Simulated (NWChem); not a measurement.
# One shape, several levels: singlet C2H2FSi−

Wanted: a comparison of 6 runs (HF/def2-SVPD, SVWN5/def2-SVPD, B3LYP/def2-SVPD, PBE/def2-SVPD, PBE0/def2-SVPD, MP2/def2-SVPD) of singlet C2H2FSi−. 

The calculation is run with NWChem 7.3.0.

1 further run of the same task is left out (set aside as unsound or not needed). Runs told in other sessions of the task aren't counted.

## Step 1: Starting point

C2H2FSi− has 6 atoms, charge -1, and is taken as a singlet. As SMILES of the parent species, `C#C[SiH]F`. Geometry: relaxed at PBE0-D4/def2-TZVP. That shape belongs to the parent species and isn't relaxed for this state.

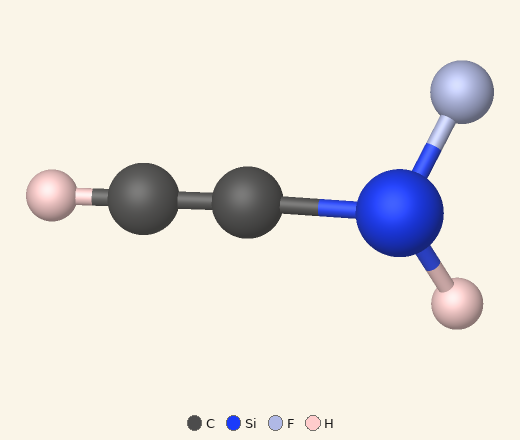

Viewed from a chosen angle; carbon dark grey, silicon blue, fluorine light blue, hydrogen pink.

## Step 2: A single-point energy at HF/def2-SVPD (run 1)

Input file run.py:

```python
from ase import Atoms
from ase.calculators.nwchem import NWChem

molecule = Atoms(['C', 'C', 'Si', 'F', 'H', 'H'], positions=[
    [0.118100, -0.680000, -1.605700],
    [0.120400, -0.213700, -0.490100],
    [0.338300, 0.466700, 1.168800],
    [-0.478000, -0.412300, 2.226800],
    [0.100300, -1.089200, -2.590300],
    [-0.157100, 1.864400, 1.244300],
])

calc = NWChem(
    label='mol',
    theory='scf',
    memory='2200 mb',
    basis='def2-SVPD',
    basispar='spherical bse',
    charge=-1,
    scf={'nopen': '0', 'rhf': None, 'thresh': '1e-08', 'maxiter': '80'},
    task='energy',
)
molecule.calc = calc

print(f"energy = {molecule.get_potential_energy():.6f} eV")
print("dipole (e A):", molecule.get_dipole_moment().round(4))
```

The run is started by

```
$ export ASE_NWCHEM_COMMAND="nwchem PREFIX.nwi > PREFIX.nwo"
$ python run.py
```

Standard output:

```text
energy = -12653.411512 eV
dipole (e A): [-0.574  -0.233  -1.1031]
```

The calculator wrote mol.nwi:

```
title "mol"

permanent_dir mol

scratch_dir mol

start mol

geometry units angstrom nocenter noautosym noautoz
  C  1.1810000000000000e-01 -6.8000000000000005e-01 -1.6056999999999999e+00
  C  1.2039999999999999e-01 -2.1370000000000000e-01 -4.9009999999999998e-01
  Si 3.3829999999999999e-01 4.6670000000000000e-01 1.1688000000000001e+00
  F  -4.7799999999999998e-01 -4.1230000000000000e-01 2.2267999999999999e+00
  H  1.0030000000000000e-01 -1.0891999999999999e+00 -2.5903000000000000e+00
  H  -1.5709999999999999e-01 1.8644000000000001e+00 1.2443000000000000e+00
end

charge -1

memory 2200 mb

basis spherical bse noprint
   * library def2-SVPD
end

scf
  nopen 0
  rhf
  thresh 1e-08
  maxiter 80
end

task scf energy
```

mol.nwo:

```text
Northwest Computational Chemistry Package (NWChem) 7.3.0
             --------------------------------------------------------

           Job information
           ---------------

    nwchem branch   = 7.3.0
    use scalapack   = T
    input           = mol.nwi
    prefix          = mol.
    data base       = mol/mol.db
    status          = startup
    nproc           =        1

           Memory information
           ------------------

[... 5 lines left out ...]
    hardfail = no
[... 132 lines left out ...]
         Quadratically convergent ROHF
[... 15 lines left out ...]
       Final RHF  results
[... 4 lines left out ...]
      Two-electron energy =    315.006937819270
[... 38 lines left out ...]
                       ROHF Final Molecular Orbital Analysis
[... 242 lines left out ...]
       Multipole analysis of the density wrt the origin
       ------------------------------------------------

     L   x y z        total         open         nuclear
     -   - - -        -----         ----         -------
     0   0 0 0     -1.000000      0.000000     37.000000

     1   1 0 0     -1.084662      0.000000      3.417380
[... 8 lines of this table left out ...]
     2   0 0 2    -33.605600      0.000000    317.545509

 Task  times  cpu:       23.9s     wall:       23.9s
 Total times  cpu:       24.0s     wall:       24.0s
```

Run time: 25 s. Hardware: 1 thread of Intel Xeon Platinum 8375C at 2.90GHz (Ice Lake), shared host; peak memory 0.1 GiB.

## Step 3: A single-point energy at SVWN5/def2-SVPD (run 2)

Input file calc.xyz:

```xyz
6
C2H2FSi SVWN5
C      0.118100    -0.680000    -1.605700
C      0.120400    -0.213700    -0.490100
Si     0.338300     0.466700     1.168800
F     -0.478000    -0.412300     2.226800
H      0.100300    -1.089200    -2.590300
H     -0.157100     1.864400     1.244300
```

Input file calc.nw:

```
start calc
title "C2H2FSi SVWN5"
memory stack 880 mb heap 220 mb global 1100 mb
charge -1

geometry noautosym nocenter noautoz
load calc.xyz
end

basis "ao basis" spherical bse
* library def2-SVPD
end

dft
xc slater vwn_5
mult 1
grid fine
convergence energy 1e-08
iterations 100
mulliken
print low
end

task dft energy
```

The run is started by

```
$ nwchem calc.nw > calc.out
```

Standard output:

```text
[...]
 d= 0,ls=0.0,diis     1   -463.8889758689 -5.94D+02  5.58D-02  1.00D+00     1.5
[...]
 d= 0,ls=0.0,diis    12   -464.0096977932 -2.44D-09  9.69D-07  6.40D-09    14.1
         Total DFT energy =     -464.009697793229
      One electron energy =     -910.737601492174
           Coulomb energy =      356.699734065564
    Exchange-Corr. energy =      -40.547840525805
 Nuclear repulsion energy =      130.576010159185
[...]
      Total Density - Mulliken Population Analysis
     ---------------------------------------------
    Atom       Charge   Shell Charges
 -----------   ------   -------------------------------------------------------
    1 C    6     6.70   1.98  0.91  1.54  0.13  2.10  0.02  0.02  0.01
    2 C    6     5.08   1.98  0.97  0.15 -0.41  2.02  0.31  0.02  0.04
    3 Si  14    14.44   2.00  1.97  1.14  0.09  0.49  5.91  1.28  1.11  0.27  0.18
    4 F    9     9.58   1.99  1.11  0.79  0.11  3.36  1.95  0.25  0.00  0.02
    5 H    1     1.21   0.73  0.41  0.03  0.05
    6 H    1     0.99   0.71  0.15  0.01  0.12
[...]
```

Wall time 15 s (1 thread of Intel Xeon Platinum 8375C at 2.90GHz (Ice Lake), shared host); peak memory 0.11 GiB.

Runs 3 to 5 aren't shown in full; the table further down has their settings and results.

## Step 4: A single-point energy at MP2/def2-SVPD (run 6)

Input file geom.nw:

```
start geom
title "C2H2FSi energy"
memory 2200 mb
charge -1

geometry units au noautosym nocenter noautoz
  C    0.22317666  -1.28501376  -3.03433324
  C    0.22752303  -0.40383447  -0.92615477
  Si   0.63929435   0.88193518   2.20871189
  F   -0.90328909  -0.77913408   4.20804213
  H    0.18953953  -2.05828969  -4.89495758
  H   -0.29687597   3.52320539   2.35138622
end

basis spherical bse
  * library def2-SVPD
end

scf
  thresh 1e-08
  maxiter 80
end

mp2
  freeze core 8
  tight
end

task mp2 energy
```

The run is started by

```
$ nwchem geom.nw > geom.out
```

Standard output:

```text
[...]
  functions       =   103
[...]
  wavefunction    = RHF
[...]
         Total SCF energy =   -465.004300065533
      One-electron energy =   -910.587229339544
      Two-electron energy =    315.006928456412
 Nuclear repulsion energy =    130.576000817599
        Time for solution =     23.3s
[...]
          Total MP2 energy          -465.566061975716
[...]
```

Wall time 28 s (1 thread of Intel Xeon Platinum 8375C at 2.90GHz (Ice Lake), shared host); peak memory 0.28 GiB.

## Step 5: All runs side by side

| run | level | iteration cap | module | energy (Eh) | HOMO energy (eV) | LUMO energy (eV) | HOMO–LUMO gap (eV) | wall time |
| --- | --- | --- | --- | --- | --- | --- | --- | --- |
| 1 | HF/def2-SVPD | 80 | scf | -465.004300 | -0.91 | 6.09 | 7.00 | 25 s |
| 2 | SVWN5/def2-SVPD | 100 | dft | -464.009698 | – | – | – | 15 s |
| 3 | B3LYP/def2-SVPD | 100 | dft | -466.533654 | 1.08 | 4.30 | 3.22 | 21 s |
| 4 | PBE/def2-SVPD | 100 | dft | -466.164517 | 1.76 | 3.67 | 1.91 | 23 s |
| 5 | PBE0/def2-SVPD | 100 | dft | -466.192753 | 0.92 | 4.51 | 3.58 | 21 s |
| 6 | MP2/def2-SVPD | 80 | mp2 | -465.566062 | -0.91 | 6.09 | 7.00 | 28 s |

## Step 6: Outcome

| quantity | value |
| --- | --- |
| run 6: total energy | -465.56606 Eh |
| run 6: HOMO energy (Hartree–Fock orbitals) | -0.91 eV |
| run 6: LUMO energy (Hartree–Fock orbitals) | 6.09 eV |
| run 6: HOMO–LUMO gap (to an unbound level, set by the basis) | 7.00 eV |
| run 6: correlation energy (8 core orbitals frozen) | -561.8 mEh |

In words: Over runs 1, 3, 4, 5 the HOMO–LUMO gap runs from 1.91 eV (PBE/def2-SVPD) to 7.00 eV (HF/def2-SVPD). Exact exchange widens orbital gaps. The empty levels of an anion lie above zero and hang on the basis. Totals of different functionals can't be ranked against each other. In runs 3, 4, 5 the HOMO lies above zero, from self-interaction, a short basis or an electron that isn't bound. All runs together took 2.2 min, the longest 28 s.
